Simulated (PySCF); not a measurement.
SMILES [OH+]=[Sn] (charge +1) at its PBE0/def2-SVP optimised geometry (Å):

```
3

O     -0.4612     0.0000     0.0000
Sn     1.4267     0.0000     0.0000
H     -1.4267     0.0000     0.0000
```

Computed with PBE0/def2-TZVP, def2 effective core potentials past Kr run with PySCF 2.14.0. The core electrons that the potentials of Sn replace are not part of the density. Cells within 0.4 Å of a nucleus heavier than hydrogen are left out (blank, or x).

Map of the deformation density (molecule minus spherical neutral atoms) (e/bohr³) on the plane z = 0.0 Å:

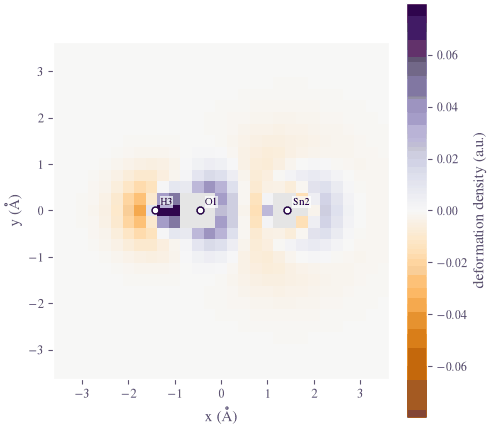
Deformation density (molecule minus spherical neutral atoms) (e/bohr³) on the plane z = 0.0 Å.
